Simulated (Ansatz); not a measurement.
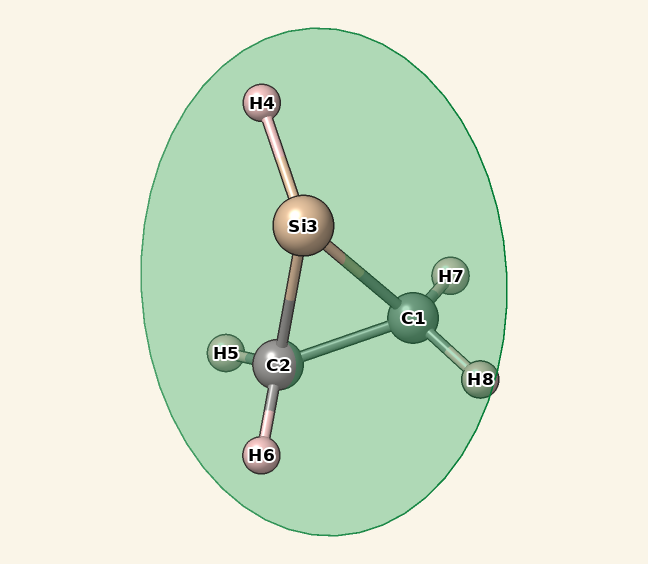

A disc through the centre of mass is drawn in. Atoms fade into the background with distance from the viewer. State: neutral, doublet. The geometry was computed by an optimisation with PBE-D4/def2-SVP. No frequency run is at hand to confirm it as a minimum.

Question: Is the plane of the disc a mirror plane of the structure?

Answer: No. The point group is Cs, with 1 mirror plane, and this plane isn't one of its mirror planes.
